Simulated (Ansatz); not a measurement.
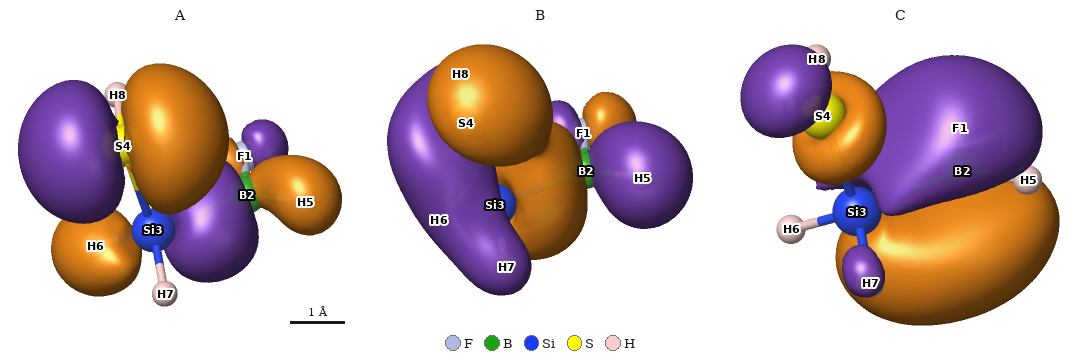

The picture shows: BFH$_{4}$SSi (SMILES FB[SiH2]S). Three frontier orbitals at ±0.08 Å⁻³ᐟ² (orange and purple are the two phases), in no order.

Geometry: PBE0-D4/def2-TZVP.

These are results of RKS PBE0-D4/def2-TZVPP (Ansatz), not measurements.

The calculation's input:

```
crystal:
  periodic: [false, false, false]
  atoms:
    - {symbol: F, position_ang: [-1.805329, -1.184295, 0.587427]}
    - {symbol: B, position_ang: [-0.798850, -0.443444, 1.020844]}
    - {symbol: Si, position_ang: [0.183159, 0.777747, -0.268668]}
    - {symbol: S, position_ang: [1.779823, -0.447246, -1.036297]}
    - {symbol: H, position_ang: [-0.459922, -0.610971, 2.161712]}
    - {symbol: H, position_ang: [-0.653759, 1.330183, -1.368256]}
    - {symbol: H, position_ang: [0.884572, 1.887049, 0.426232]}
    - {symbol: H, position_ang: [0.962505, -1.366124, -1.578795]}
basis:
  gaussian: {orbitals: def2-TZVPP}
hamiltonian: {xc: pbe0, dispersion: d4}
output: {orbitals: {seedname: orbitals}}
```

Command:

```sh
ansatz run in.yaml --threads 2 --pin off --events-out ev --progress --plain --max-ram 4352MiB
```

### Which picture is the HOMO−1, the HOMO and the LUMO?

B is the HOMO−1 (−8.57 eV). It lies mainly on S4 (about 35 %), Si3 (about 20 %), B2 (about 20 %), H5 (about 10 %) and F1 (about 10 %). A is the HOMO (−7.34 eV). Its weight (Hirshfeld) is mainly on S4 (about 60 %), Si3 (about 15 %) and B2 (about 10 %). C is the LUMO (−1.94 eV). It lies mainly on B2 (about 50 %), Si3 (about 20 %), S4 (about 10 %) and F1 (about 10 %).

### What is the HOMO–LUMO gap?

5.40 eV between the orbital energies.
